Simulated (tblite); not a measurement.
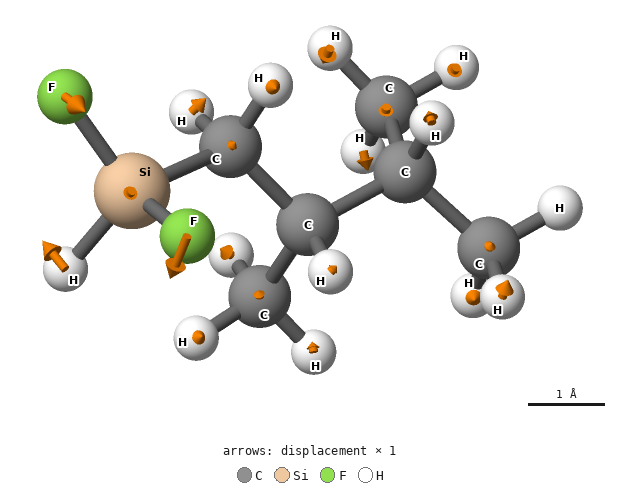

This is a relaxation of C₆H₁₄F₂Si. The starting structure is drawn; orange arrows show the displacements, at their true length. The two geometries are superimposed by the best rigid fit.

The picture is a ball-and-stick view, seen at a tilt.

Theory: GFN2-xTB geometry optimisation, gas phase (tblite 0.8.0). 

What did the optimiser do to the structure, and how much energy did it gain?

Answer. The largest move after the best rigid fit is that of an F atom, 0.74 Å. By element the largest moves are F 0.74 Å, H 0.53 Å, C 0.19 Å, Si 0.18 Å. Near-neighbour distances that change, for instance: H–Si 1.498 → 1.444 Å, C–C 1.554 → 1.527 Å, C–H 1.107 → 1.088 Å, C–H 1.079 → 1.097 Å. Among the angles between lasting bonds that change: C–Si–H 111.2° → 120.5°, F–Si–F 109.3° → 101.8°, F–Si–H 110.0° → 107.1°. The energy falls by 16.6 kJ/mol in 106 geometry steps. Cost: 0.9 s on 1 thread of Arm Neoverse V1, on a shared host.
